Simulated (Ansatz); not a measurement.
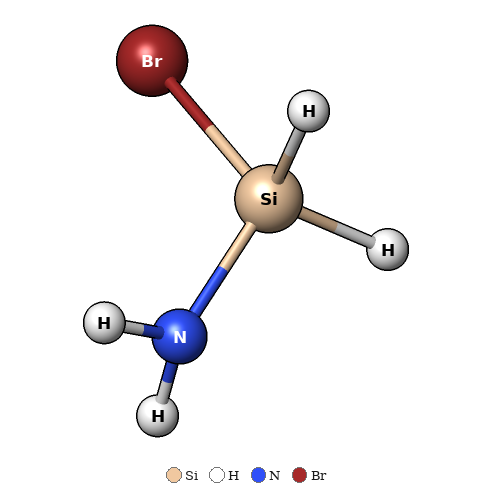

Sticks follow a distance rule. Harmonic vibrations computed with RKS PBE0-D4/def2-TZVP (Ansatz 0.2.0) at a stationary point of the same level.

Q: How many imaginary frequencies does it have?

A: A minimum: no imaginary frequency, and the lowest mode lies at 203 cm⁻¹.

Q: How many vibrational modes are there, and where do they lie?

A: 15 modes: 203, 239, 397, 461, 522, 740, 871, 881, 913, 935, 1585, 2260, 2273, 3600, 3692 cm⁻¹.
